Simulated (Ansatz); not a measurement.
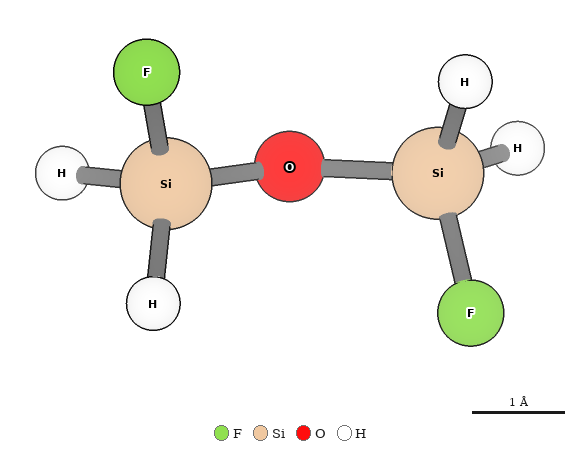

Si$_{2}$H$_{4}$OF$_{2}$ (coarse preliminary run), before the relaxation. The picture is a ball-and-stick view, seen at a tilt.

The start comes from a force field.

The calculation used RKS PBE-D4/def2-SVP in Ansatz 0.2.0.

Input
```yaml
crystal:
  periodic: [false, false, false]
  atoms:
    - {symbol: F, position_ang: [2.044800, 0.000400, 1.213100]}
    - {symbol: Si, position_ang: [1.420900, 0.487300, -0.228400]}
    - {symbol: O, position_ang: [0.043900, -0.400300, -0.559300]}
    - {symbol: Si, position_ang: [-1.348900, -0.571100, 0.108400]}
    - {symbol: F, position_ang: [-2.195600, 0.807700, -0.030500]}
    - {symbol: H, position_ang: [1.098000, 1.951300, -0.200900]}
    - {symbol: H, position_ang: [2.479000, 0.227900, -1.259300]}
    - {symbol: H, position_ang: [-2.134500, -1.602300, -0.642700]}
    - {symbol: H, position_ang: [-1.319200, -0.947200, 1.582500]}
basis:
  gaussian: {orbitals: def2-SVP}
hamiltonian: {xc: pbe, dispersion: d4}
relax: {f_tol: 0.03, max_steps: 200}
```

**Where does the relaxation end?**

The largest move after the best rigid fit is that of F1, 0.53 Å. Largest moves by element: F 0.53 Å, H 0.49 Å, O 0.12 Å, Si 0.12 Å. Some distances before and after: O3–Si4 1.554 → 1.663 Å, Si4–H9 1.522 → 1.497 Å, F1–Si2 1.644 → 1.634 Å, Si4–F5 1.624 → 1.634 Å. Bond angles that change, for instance: Si2–O3–Si4 135.4° → 145.2°, O3–Si4–H9 115.2° → 110.3°, H6–Si2–H7 109.5° → 113.6°. Groups turn about O3–Si4 by about 20°. Over 16 geometry steps the energy falls by 0.319 eV. The largest force component goes from 4.5 to 0.015 eV/Å. The forces were under the threshold at step 5, but the run went on from there.

Step by step:

```tsv
step	E − E(0), eV	largest force component, eV/Å
0	0.0000	4.5330
1	-0.2199	2.2280
2	-0.3036	0.1010
3	-0.3091	0.0736
4	-0.3118	0.0427
5	-0.3133	0.0162
6	-0.3136	0.0122
7	-0.3138	0.0358
8	-0.3141	0.0529
9	-0.3145	0.0769
10	-0.3149	0.1118
11	-0.3154	0.1082
12	-0.3164	0.1048
13	-0.3168	0.1481
14	-0.3174	0.1230
15	-0.3185	0.0106
16	-0.3193	0.0145
```

The structure at the end:

```xyz
9

F     1.9187    0.5081    1.3024
Si    1.4761    0.5459   -0.2699
O     0.0799   -0.3373   -0.4604
Si   -1.4380   -0.6420    0.1474
F    -2.1751    0.7789    0.4750
H     1.2399    1.9757   -0.6435
H     2.5440   -0.1165   -1.0791
H    -2.2173   -1.3465   -0.9156
H    -1.3397   -1.4125    1.4266
```

After the run, drawn alike:

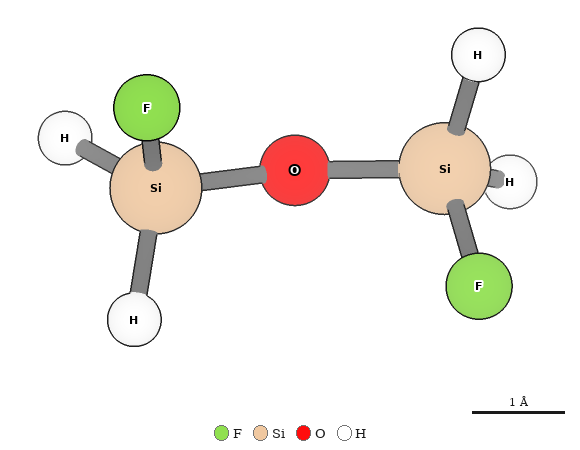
